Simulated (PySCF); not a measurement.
Vertical excitations of a molecule C4H7O2, multiplicity 2 from TDA-LC-ωPBE/def2-SVPD run with PySCF, as energy in eV (oscillator strength): 3.26 (0.000), 4.64 (0.020), 6.08 (0.001), 6.39 (0.000), 6.69 (0.000), 6.88 (0.024), 7.39 (0.020), 7.70 (0.022), 7.74 (0.212), 8.14 (0.005). Coordinates come from a B3LYP-D3(BJ)/def2-SVP optimisation. The values are those of a single conformer.

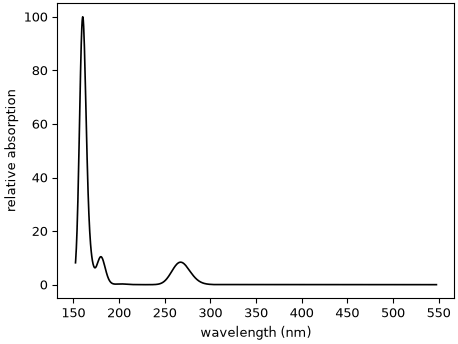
*The lines broadened by 0.4 eV.*

Pick the molecule that these values belong to.
A. C[CH]OC(C)=O
B. [CH2]C(=O)OCC
C. [CH2]COC(C)=O
D. [CH]1COCCO1

B, [CH2]C(=O)OCC
